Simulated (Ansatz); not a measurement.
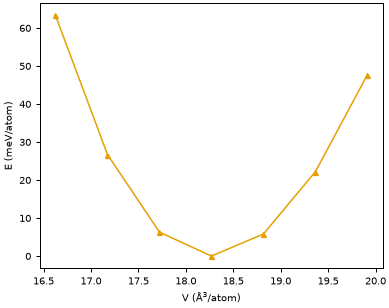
Figure: YN (zinc blende, F-43m) under volume change, plane-wave PAW r²SCAN (Ansatz code), scaled uniformly.

### Question
What does a third-order Birch–Murnaghan fit give for V₀, B₀ and B′?

### Answer
V₀ = 18.27 Å³/atom, B₀ = 118 GPa, B′ = 3.8.

The start of the workflow was typed in or built on a structure type; the Crystallography Open Database copy checked does not list it. COD files the formula under space group No. 225, so this cell is another polymorph or a model. Its standing as an ambient phase is unchecked. The r²SCAN relaxation kept the symmetry of its start; its stability against distortions is not shown here. The run is not spin-polarised.

Potentials: the later of the program's two PAW sets.
